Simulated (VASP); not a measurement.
Band structure of MnF2 (rutile). These are revPBE GGA, VASP's PBE PAW potentials (set 64) (plane waves; VASP) values and carry that method's errors.

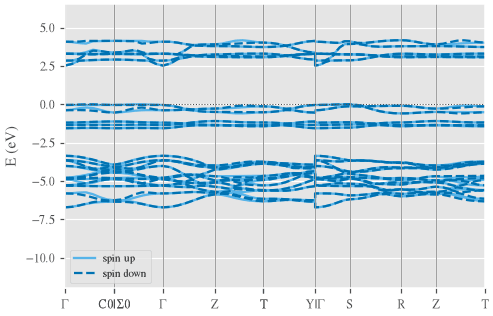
Figure. Bands along high-symmetry lines, zero at the valence-band maximum or, without a gap, the Fermi level

Task: Read the plot: is there a gap, and where are the band edges?

Result: The gap is indirect, 2.52 eV, from the valence maximum at S to the conduction minimum at Γ. (Edges off the drawn lines would not show.)

The compound is MnF2 in the rutile structure. It was relaxed first, which changed the volume by +7 %.
